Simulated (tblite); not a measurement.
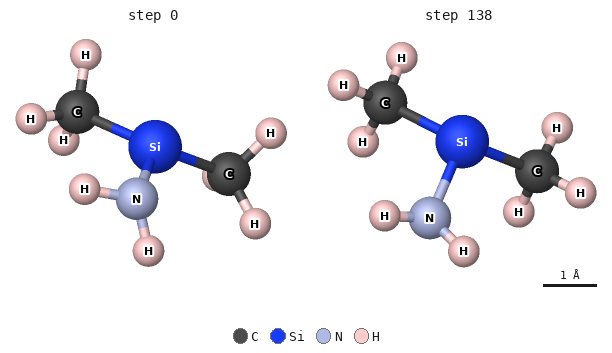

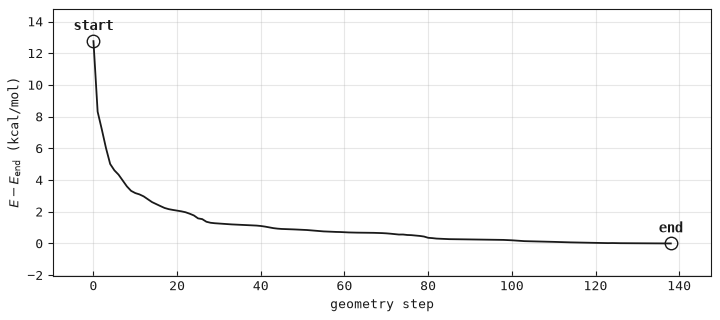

First and last geometry of a relaxation of C₂H₈NSi (multiplicity 2), with the history of the run. The picture is a ball-and-stick view, seen from a free direction.

All numbers below come from tblite 0.8.0, GFN2-xTB geometry optimisation, gas phase. 

> Read the history and describe the run.

It converged. Over 138 geometry steps the energy falls by 12.8 kcal/mol. The atom that moves furthest after the best rigid fit is an H atom (0.85 Å). Largest moves by element: H 0.85 Å, N 0.67 Å, C 0.21 Å, Si 0.20 Å. Near-neighbour distances that change, for instance: C–Si 1.826 → 1.904 Å, C–Si 1.856 → 1.904 Å, H–N 1.045 → 1.007 Å, C–H 1.119 → 1.085 Å. Bond angles that change, for instance: Si–N–H 107.0° → 119.1°, C–Si–N 117.0° → 105.7°, C–Si–N 115.9° → 105.7°. Cost: 0.57 s on 1 thread of Arm Neoverse V2, with other jobs on the host.

```csv
step,"E − E(0), kcal/mol"
0,0.00
1,-4.45
2,-5.57
3,-6.75
4,-7.75
5,-8.15
6,-8.42
7,-8.80
8,-9.17
9,-9.45
10,-9.59
17,-10.52
23,-10.89
30,-11.51
37,-11.61
44,-11.83
50,-11.90
57,-12.02
64,-12.08
71,-12.15
77,-12.26
84,-12.48
91,-12.51
98,-12.54
104,-12.62
111,-12.67
118,-12.71
125,-12.75
131,-12.75
138,-12.76
```
